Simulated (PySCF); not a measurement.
Molecule: SMILES O[Si](O)(O)[CH2][GeH3] (CH₈GeO₃Si). Atoms near the plane z = 0.6 Å, at the CAM-B3LYP/def2-SVP optimised geometry (x, y, z in Å): Si1 (-0.2, 0.6, 0.0), O3 (-0.6, 2.2, 0.0), O4 (1.4, 0.6, 0.0), C5 (-0.9, -0.3, 1.4), Ge6 (-0.8, -2.3, 1.2), H8 (0.1, 2.8, 0.1), H9 (1.9, -0.2, 0.0), H11 (-2.0, -0.1, 1.6), H12 (0.6, -2.7, 0.7), H13 (-1.9, -2.8, 0.3).

Level of theory: CAM-B3LYP/def2-TZVP in PySCF. The values are rescaled to run from 0 to 1.

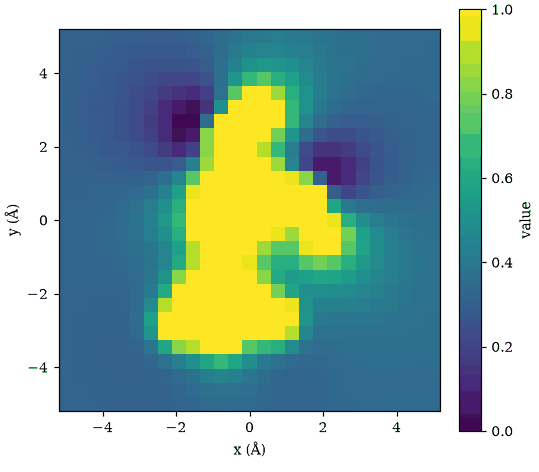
Fig. 1. a field on the plane z = 0.6 Å.

Task: Which quantity is mapped?
A. an orbital amplitude
B. electrostatic potential
C. deformation density (molecule minus spherical neutral atoms)
D. electron localisation function

Result: B, electrostatic potential. In full: electrostatic potential (hartree/e), clipped to [-0.08, 0.12].
